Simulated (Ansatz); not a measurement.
**[GeH3]− (SMILES [H][Ge-]([H])[H]) at wB97X/STO-3G**

What is the vertical ionisation energy of [GeH3]− at wB97X/STO-3G? 

Program for the calculation: Ansatz 0.2.0.

5 further runs of the same task are left out: 4 that didn't finish, 1 set aside as unsound or not needed.

## Step 1: The molecule

The species is [GeH3]− (4 atoms), meant as a singlet with charge -1. SMILES: `[H][Ge-]([H])[H]`. Geometry: a GFN2-xTB relaxation, a rough one for these elements and not checked as a minimum.

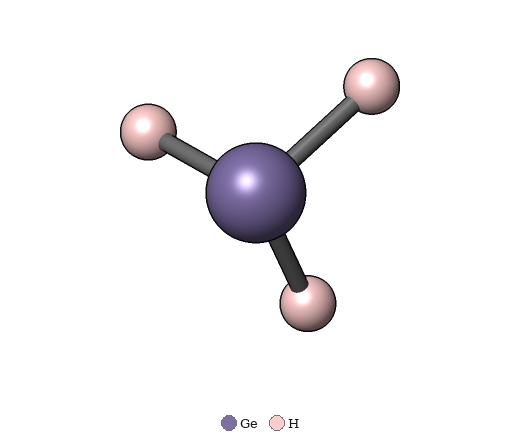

The structure, seen from a chosen angle (germanium purple, hydrogen pink).

## Step 2: A single-point energy at wB97X/STO-3G

File job.yaml:

```yaml
crystal:
  periodic: [false, false, false]
  atoms:
    - {symbol: Ge, position_ang: [-0.007520, 0.005800, 0.768010]}
    - {symbol: H, position_ang: [1.421950, -0.031460, -0.244430]}
    - {symbol: H, position_ang: [-0.677460, 1.249470, -0.271720]}
    - {symbol: H, position_ang: [-0.736970, -1.223820, -0.251850]}
basis:
  gaussian:
    orbitals: STO-3G
total_charge: -1
hamiltonian:
  xc: {name: wB97X}
accuracy: high
```

Launch:

```bash
$ ansatz run job.yaml --threads 1 --pin off --max-ram 2610MiB --events-out events.jsonl --progress --plain --runs-dir runs
```

The log of the run:

```text
Warning: RAYON_NUM_THREADS=1 ignored (pool sized by the plan → 1); use --threads N
Functional definition: wB97X
  name "wB97X"
  parameter omega = 0.3/bohr
  parameter cx = 0.157706
  parameter cx1 = 0.726479
  parameter cx2 = 1.04760
  parameter cx3 = -5.70635
  parameter cx4 = 13.2794
  parameter css1 = -4.33879
  parameter css2 = 18.2308
  parameter css3 = -31.7430
  parameter css4 = 17.2901
  parameter cos1 = 2.37031
  parameter cos2 = -11.3995
  parameter cos3 = 6.58405
  parameter cos4 = -3.78132
  exchange = spin_sum(e_x_unif_sr(omega)*poly(b97_u_x, 1 - cx, cx1, cx2, cx3, cx4)) + cx*exact_x_sr(omega)
      + exact_x_lr(omega)
  correlation = spin_sum(e_c_pw_same_spin*poly(b97_u_same, 1, css1, css2, css3, css4))
      + integral(e_c_pw_opposite_spin*poly(b97_u_opposite, 1, cos1, cos2, cos3, cos4))
256 factors; integrals over basis functions are off by at most 1.4e-8 eV
96 factors; integrals over basis functions are off by at most 2.3e-9 eV
mean field evaluation 1: about -55910.1758 eV, gradient 7.7e0 eV
mean field evaluation 2: about -55910.4419 eV, gradient 2.8e0 eV
mean field evaluation 4: about -55910.4831 eV, gradient 8.3e-2 eV
mean field evaluation 8: about -55910.4456 eV, gradient 1.6e-3 eV
mean field evaluation 16: about -55910.4456 eV, gradient 7.5e-8 eV
mean field -55910.44562524 eV, -2054.6709792665 hartree, gradient 7.4e-8 eV, S^2 0.000000; 0 other end points of the search recorded, 0 dependent functions left out
reference -55910.44562366 eV, -2054.6709792083 hartree; 18, 18 occupied and 3, 3 virtual orbitals, 256 factors
Total energy: -55910.44562366 eV, -2054.6709792083 hartree
```

Run time: 3.6 s. Hardware: 1 thread of Arm Neoverse V1, shared host; peak memory 0.2 GiB.

## Step 3: Doublet neutral GeH3

File run.yaml:

```yaml
crystal:
  periodic: [false, false, false]
  atoms:
    - {symbol: Ge, position_ang: [-0.007520, 0.005800, 0.768010]}
    - {symbol: H, position_ang: [1.421950, -0.031460, -0.244430]}
    - {symbol: H, position_ang: [-0.677460, 1.249470, -0.271720]}
    - {symbol: H, position_ang: [-0.736970, -1.223820, -0.251850]}
basis:
  gaussian:
    orbitals: STO-3G
magnetization:
  spin_polarized: true
  initial_magnetization: 1
hamiltonian:
  xc: {name: wB97X}
accuracy: high
```

Launch:

```bash
$ ansatz run run.yaml --threads 1 --pin off --max-ram 2610MiB --events-out events.jsonl --progress --plain --runs-dir runs
```

The log of the run (excerpt; [...] marks lines left out):

```text
Warning: RAYON_NUM_THREADS=1 ignored (pool sized by the plan → 1); use --threads N
[... 2 set-up lines as earlier in the session ...]
[...]
      + exact_x_lr(omega)
[...]
      + integral(e_c_pw_opposite_spin*poly(b97_u_opposite, 1, cos1, cos2, cos3, cos4))
256 factors; integrals over basis functions are off by at most 1.4e-8 eV
96 factors; integrals over basis functions are off by at most 2.3e-9 eV
[...]
mean field -55911.95109292 eV, -2054.7263041832 hartree, gradient 5.6e-8 eV, S^2 0.750719; 6 other end points of the search recorded, 0 dependent functions left out
reference -55911.95109144 eV, -2054.7263041288 hartree; 18, 17 occupied and 3, 4 virtual orbitals, 256 factors
Total energy: -55911.95109144 eV, -2054.7263041288 hartree
```

Wall time 28 s (1 thread of Arm Neoverse V1, shared host); peak memory 0.33 GiB.

## Step 4: Summary of results

At wB97X/STO-3G:

| quantity | value |
| --- | --- |
| singlet [GeH3]−: total energy | -2054.67098 Eh |
| doublet neutral GeH3: total energy | -2054.72630 Eh |
| doublet neutral GeH3: ⟨S²⟩ | 0.751 |
| vertical detachment energy (to the doublet neutral) | -1.505 eV |

**Reading.** The species is unbound against losing an electron at this level, by 1.51 eV (−35 kcal/mol); missing correlation or diffuse functions can give that sign where the real anion is bound. In a minimal basis such a difference can be off by several eV, whatever the method.
